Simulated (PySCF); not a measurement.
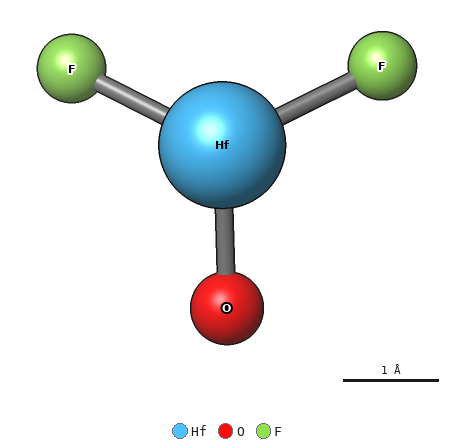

Figure 1. The structure as given in the input (ball-and-stick view, seen on its broad side). Sticks mark near contacts.

Frequency calculation, with input and output: HfOF₂

- system: HfOF₂
- method: RKS-based PBE0, Hf def2-TZVP with ECP60, O def2-TZVP, F def2-TZVP; non-relativistic Hamiltonian with a scalar-relativistic core potential; density fitting (PySCF 2.14.0)

## Log
```
init E= -322.952804027293
  HOMO = -0.313683239374693  LUMO = -0.125489441034691  gap/eV = 5.12101
cycle= 1 E= -322.952804027271  delta_E= 2.23e-11  |g|= 1.58e-05  |ddm|= 1.08e-05
  HOMO = -0.313683453493529  LUMO = -0.125488411436947  gap/eV = 5.12105
cycle= 2 E= -322.952804027178  delta_E= 9.29e-11  |g|= 2.91e-05  |ddm|= 1.93e-05
  HOMO = -0.31368294809594  LUMO = -0.125489105759964  gap/eV = 5.12102
cycle= 3 E= -322.952804027307  delta_E= -1.29e-10  |g|= 2.75e-06  |ddm|= 1.28e-05
  HOMO = -0.313683201810777  LUMO = -0.125489071661292  gap/eV = 5.12102
cycle= 4 E= -322.952804027308  delta_E= -1.82e-12  |g|= 1.44e-07  |ddm|= 1.27e-06
  HOMO = -0.313683188936947  LUMO = -0.125489085967178  gap/eV = 5.12102
Extra cycle  E= -322.952804027309  delta_E= -1.02e-12  |g|= 2.78e-07  |ddm|= 2.26e-07
converged SCF energy = -322.952804027309
```

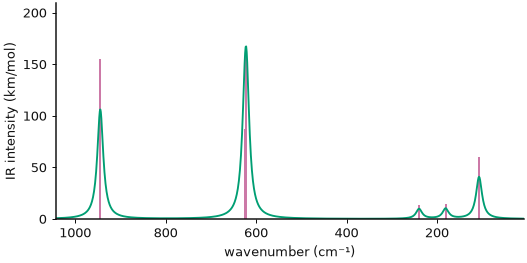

Figure 2. Harmonic infrared spectrum, unscaled: sticks (degenerate modes added up, dark ones marked on the axis) with a Lorentzian envelope of 16 cm⁻¹ full width, scaled to the tallest stick. 6 modes from 107 to 945 cm⁻¹, none imaginary. The strongest line is at 621 cm⁻¹ (167 km/mol). All modes, in cm⁻¹ (km/mol): 107 (60), 181 (14.3), 240 (14.0), 621 (167), 625 (87), 945 (155).

The run was set up as follows.

## Input file
```python
from pyscf import gto, scf, dft
mol = gto.M(atom='''
Hf    -0.022310    -0.119156    -0.014094
O     -1.438718     0.399459    -0.908901
F     -0.163704     0.385577     1.841473
F      1.592673     0.385577    -0.938732''',
    basis={'Hf': 'def2-TZVP', 'O': 'def2-TZVP', 'F': 'def2-TZVP'},
    ecp={'Hf': 'def2-TZVP'},
    charge=0, spin=0)
mf = dft.RKS(mol, xc='PBE0')
mf.grids.atom_grid = (75, 302)
aux = {'Hf': 'def2-universal-JKFIT', 'O': 'def2-universal-JKFIT', 'F': 'def2-universal-JKFIT'}
mf = mf.density_fit(auxbasis=aux)
mf.conv_tol = 1e-09
mf.diis_space = 10
mf.max_cycle = 60
mf.verbose = 4
mf.kernel()
```

The script is an equivalent of the set-up of the self-consistent field. The run itself was carried out by a driver, which started from the orbitals of the step before it where there was one and computed the further properties.

Command:
```bash
OMP_NUM_THREADS=4 python axn.py task.json out
```

## Summary

```csv
quantity,value
outcome,converged
total energy,−322.952804 hartree
HOMO,−8.54 eV
LUMO,−3.41 eV
zero-point energy,0.006192 hartree
dipole moment,5.20 D
"wavenumbers, lowest and highest",107 and 945 cm⁻¹
hardware,"4 threads of Arm Neoverse V2, 112 GiB of memory available, shared host"
wall time,42 s (CPU time 2.3 min)
peak memory,1.5 GiB
```
